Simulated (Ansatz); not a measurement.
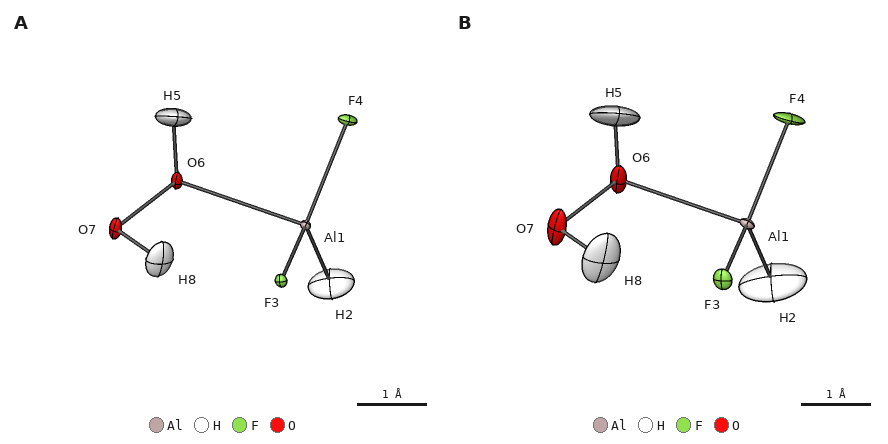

Displacement ellipsoids at the 50 % level, from the internal vibrations of the free molecule (harmonic, no overall translation or rotation; no half-axis is drawn under 0.075 Å). Vibrations computed with RKS PBE0-D4/def2-TZVP (Ansatz 0.2.0). One panel is for 200 K, the other for 600 K.

**Which panel is for 600 K?**

B.

**How much does the mean-square displacement of O7 grow, and why?**

U_eq goes from 0.0069 to 0.0192 Å², a factor of 2.8. Modes below kT (417 cm⁻¹ at 600 K) grow about in proportion to T, and the lowest lies at 85 cm⁻¹; the mean-square amplitude of a mode is its zero-point value times coth(ħω/2kT), which comes close to 1 only above about 3kT.
